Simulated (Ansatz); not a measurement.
**Geometry relaxation of C2H8OSi (part 2 of 2)**

C2H8OSi; RKS PBE-D4/def2-SVP (Ansatz 0.2.0). It belongs to a series of runs on one base structure; here: end point A relaxed.

Geometry of the input (Å):
```
Si -0.9169  0.0743  1.1063
C  0.7905  -0.6999  0.9850
O  -0.9941  0.5992  -0.6128
C  0.0099  0.5644  -1.7590
H  0.8653  0.0522  -1.2996
H  -2.0481  -0.8704  1.3996
H  -0.9999  1.2591  2.0313
H  1.5190  0.0846  0.6981
H  0.7717  -1.4779  0.1958
H  1.1802  -1.1788  1.9093
H  0.2505  1.6056  -2.0567
H  -0.4279  -0.0124  -2.5972
```

### Trajectory as extended XYZ, continued
```
12
Properties=species:S:1:pos:R:3:forces:R:3 step=5 energy=-12114.84875
Si   -0.7844    0.0539    0.8701   -0.0809  -0.0666   0.0501
C     0.8522   -0.8431    1.1276    0.1444  -0.0864   0.1409
O    -1.0997    0.3594   -0.7522   -0.0172  -0.0331  -0.0724
C    -0.1639    0.6814   -1.7541    0.1043   0.1208  -0.0412
H     0.8697    0.3365   -1.5160   -0.0088  -0.0253  -0.0049
H    -1.9318   -0.7999    1.3369    0.0233   0.0370  -0.0110
H    -0.7808    1.3221    1.6987    0.0383  -0.0227  -0.0861
H     1.7226   -0.2235    0.8238   -0.0362  -0.0253   0.0070
H     0.9168   -1.8184    0.5961   -0.0854   0.1418   0.0085
H     0.9669   -1.0500    2.2162    0.0037   0.0187  -0.0964
H    -0.1069    1.7832   -1.9350   -0.0575  -0.0896   0.0466
H    -0.4604    0.1985   -2.7122   -0.0279   0.0308   0.0590
12
Properties=species:S:1:pos:R:3:forces:R:3 step=6 energy=-12114.85510
Si   -0.7710    0.0287    0.8534   -0.0438   0.0766  -0.0362
C     0.8545   -0.8747    1.1614    0.1531  -0.1851   0.2384
O    -1.0950    0.2380   -0.7891    0.3192   0.0914  -0.2638
C    -0.1730    0.7058   -1.7675   -0.1035   0.1885   0.1032
H     0.8879    0.4216   -1.5503   -0.1458   0.0232   0.0320
H    -1.9361   -0.7745    1.3651    0.0504   0.0501  -0.0190
H    -0.7235    1.3538    1.5994   -0.0085  -0.1060  -0.1169
H     1.7338   -0.2858    0.8138   -0.1155  -0.0942   0.0400
H     0.8879   -1.8827    0.6807   -0.0352   0.2665   0.0888
H     0.9707   -1.0190    2.2679   -0.0059   0.0282  -0.3371
H    -0.2060    1.8291   -1.8763   -0.0279  -0.4306   0.0807
H    -0.4301    0.2596   -2.7584   -0.0367   0.0915   0.1900
12
Properties=species:S:1:pos:R:3:forces:R:3 step=7 energy=-12114.88155
Si   -0.7473    0.0130    0.8015    0.4195  -0.1995   0.2264
C     0.8748   -0.8937    1.2272   -0.2834   0.1625  -0.1087
O    -1.0427    0.0792   -0.8477   -0.0163   0.0356  -0.1690
C    -0.1977    0.7206   -1.7806   -0.0583  -0.0999   0.0583
H     0.8674    0.4163   -1.6661    0.0707  -0.0006  -0.0326
H    -1.9094   -0.7356    1.3622   -0.1253  -0.0618   0.0538
H    -0.6961    1.3940    1.4064   -0.0081   0.0752  -0.0138
H     1.7742   -0.3389    0.8945    0.0082   0.0364  -0.0181
H     0.9030   -1.9039    0.7740   -0.0267  -0.0334  -0.0307
H     0.9423   -1.0132    2.3269    0.0144   0.0047   0.0667
H    -0.2446    1.8311   -1.6968   -0.0153   0.0157  -0.0148
H    -0.5237    0.4310   -2.8013    0.0206   0.0650  -0.0175
12
Properties=species:S:1:pos:R:3:forces:R:3 step=8 energy=-12114.88910
Si   -0.7326   -0.0176    0.7998   -0.0383  -0.0866  -0.0816
C     0.8692   -0.8852    1.2721   -0.0063  -0.0344   0.0346
O    -0.9749    0.0135   -0.8680    0.0240  -0.0069   0.1122
C    -0.1891    0.7252   -1.7964   -0.0871  -0.0074  -0.0771
H     0.8645    0.3624   -1.8587   -0.0056  -0.0129   0.0945
H    -1.9173   -0.7735    1.3383    0.0570   0.0506  -0.0197
H    -0.7196    1.3843    1.3573   -0.0143   0.0653   0.0046
H     1.7622   -0.3431    0.9028    0.0210   0.0172  -0.0235
H     0.8936   -1.9168    0.8677    0.0071  -0.0118  -0.0252
H     0.9512   -0.9534    2.3764    0.0078   0.0101   0.0303
H    -0.1651    1.8230   -1.5933    0.0159  -0.0331   0.0462
H    -0.6419    0.5812   -2.7978    0.0189   0.0500  -0.0953
12
Properties=species:S:1:pos:R:3:forces:R:3 step=9 energy=-12114.86910 accepted=F
Si   -0.7190   -0.0238    0.7653   -0.2810   0.0414   0.3450
C     0.8766   -0.8906    1.2763    0.0602   0.1309  -0.2583
O    -1.0217   -0.0260   -0.8883   -0.0034  -0.0084  -0.2380
C    -0.2172    0.7103   -1.7836    0.5379   0.0542   0.4147
H     0.8339    0.3227   -1.7821   -0.0822   0.0968  -0.1705
H    -1.9046   -0.7315    1.3319   -0.0932  -0.1087   0.0959
H    -0.7279    1.4042    1.2743    0.1071  -0.0383  -0.0401
H     1.7497   -0.3282    0.8850    0.0692  -0.0621   0.0359
H     0.9138   -1.9176    0.8611    0.0028  -0.0216   0.0088
H     0.9826   -0.9546    2.3785   -0.0839   0.0443  -0.0043
H    -0.1626    1.7913   -1.5033   -0.0407  -0.0182  -0.0710
H    -0.6035    0.6437   -2.8150   -0.1929  -0.1104  -0.1182
12
Properties=species:S:1:pos:R:3:forces:R:3 step=10 energy=-12114.89422
Si   -0.7370   -0.0235    0.7901    0.0307   0.0073  -0.0052
C     0.8706   -0.8837    1.2675   -0.0101  -0.0017  -0.0166
O    -0.9889   -0.0064   -0.8749   -0.0232  -0.0157  -0.0303
C    -0.1955    0.7179   -1.7887    0.0400   0.0212   0.0368
H     0.8572    0.3481   -1.8297   -0.0156  -0.0008  -0.0013
H    -1.9175   -0.7643    1.3450    0.0003   0.0040   0.0078
H    -0.7169    1.3926    1.3207   -0.0133   0.0064   0.0014
H     1.7586   -0.3373    0.8892   -0.0039   0.0003  -0.0019
H     0.9000   -1.9160    0.8639    0.0030  -0.0048   0.0011
H     0.9581   -0.9442    2.3724    0.0014   0.0037   0.0041
H    -0.1596    1.8085   -1.5507   -0.0047  -0.0175  -0.0001
H    -0.6288    0.6084   -2.8048   -0.0047  -0.0025   0.0040
12
Properties=species:S:1:pos:R:3:forces:R:3 step=11 energy=-12114.89485
Si   -0.7473   -0.0285    0.7839   -0.0024  -0.0145   0.0207
C     0.8680   -0.8780    1.2518   -0.0132  -0.0015   0.0137
O    -1.0012   -0.0190   -0.8819    0.0170   0.0167   0.0072
C    -0.1859    0.7155   -1.7692   -0.0382  -0.0077  -0.0663
H     0.8629    0.3363   -1.8054    0.0025  -0.0068   0.0118
H    -1.9210   -0.7738    1.3478    0.0017   0.0042   0.0049
H    -0.7374    1.3910    1.3075   -0.0013  -0.0058  -0.0056
H     1.7465   -0.3513    0.8269    0.0081   0.0086   0.0025
H     0.8830   -1.9253    0.8885   -0.0004  -0.0045  -0.0039
H     0.9860   -0.8948    2.3555    0.0059   0.0004  -0.0046
H    -0.1450    1.8011   -1.5128    0.0019  -0.0004   0.0118
H    -0.6084    0.6270   -2.7924    0.0184   0.0113   0.0079
12
Properties=species:S:1:pos:R:3:forces:R:3 step=12 energy=-12114.89510
Si   -0.7472   -0.0289    0.7848    0.0011   0.0028  -0.0088
C     0.8685   -0.8767    1.2542   -0.0031   0.0001   0.0003
O    -1.0016   -0.0166   -0.8816    0.0004  -0.0033   0.0131
C    -0.1874    0.7139   -1.7731   -0.0028  -0.0009  -0.0047
H     0.8582    0.3263   -1.8139    0.0031  -0.0022  -0.0009
H    -1.9208   -0.7737    1.3488   -0.0017  -0.0011   0.0016
H    -0.7380    1.3904    1.3083   -0.0007  -0.0016  -0.0005
H     1.7474   -0.3423    0.8391    0.0000   0.0012   0.0007
H     0.8897   -1.9209    0.8816    0.0013  -0.0004  -0.0009
H     0.9817   -0.9026    2.3581    0.0003  -0.0005   0.0000
H    -0.1359    1.7978   -1.5115    0.0021   0.0051   0.0007
H    -0.6144    0.6333   -2.7945   -0.0001   0.0008  -0.0008
```

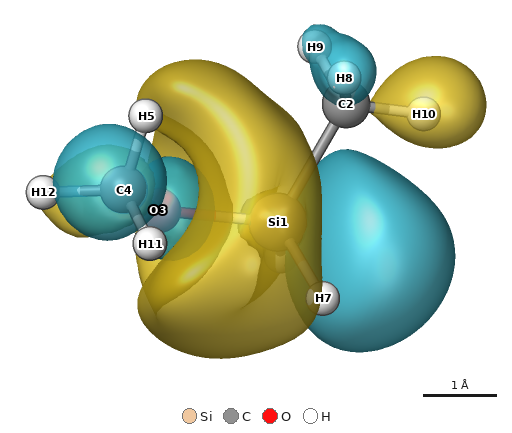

**Figure 1.** One frontier orbital at ±0.08 Å⁻³ᐟ² (yellow and cyan are the two phases), seen at a tilt. The LUMO, at 0.38 eV. It lies mainly on Si1 (45 %), O3 (15 %) and C4 (10 %).

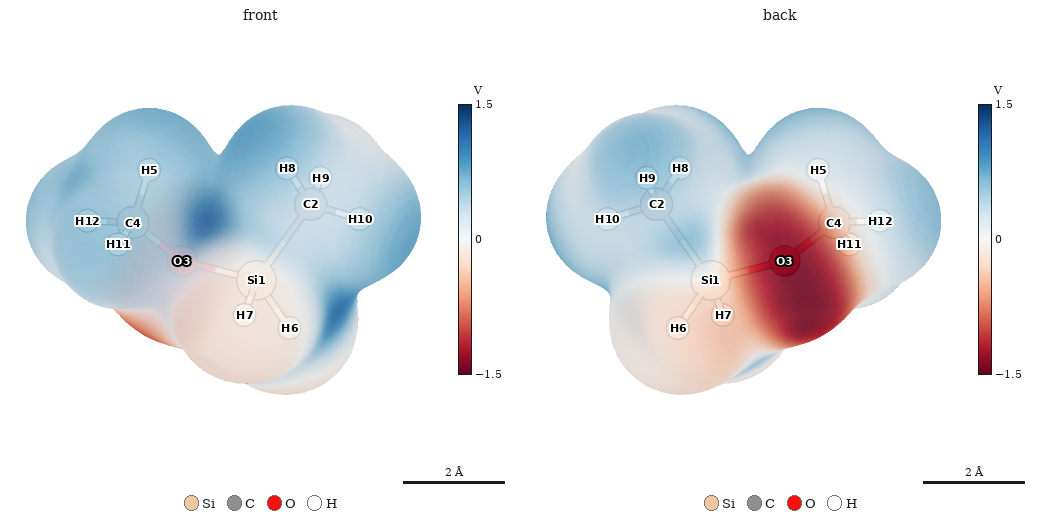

**Figure 2.** The molecular electrostatic potential painted on the density surface at 0.002 e/bohr³, seen face on and from behind; red is negative and blue positive.

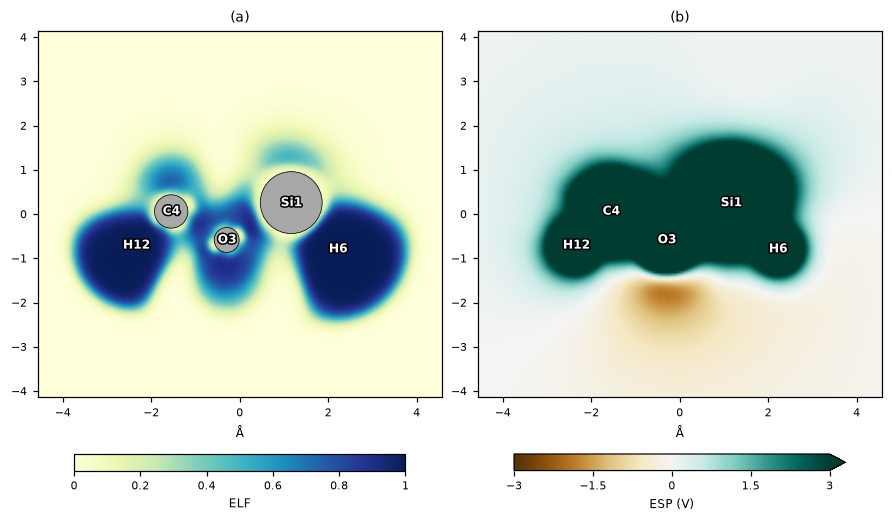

**Figure 3.** (a) electron localisation function; (b) electrostatic potential on the plane of atoms Si1, O3 and C4. Grey discs, where drawn, cover atomic cores. The plane passes through Si, O, C and H nuclei. C–O (1.41 Å): the ELF peaks at about 0.90 between the atoms (a polar covalent bond). Si–O (1.69 Å): the ELF peaks at about 0.90 between the atoms. Si–H (1.50 Å): the ELF climbs to about 1 towards the hydrogen.
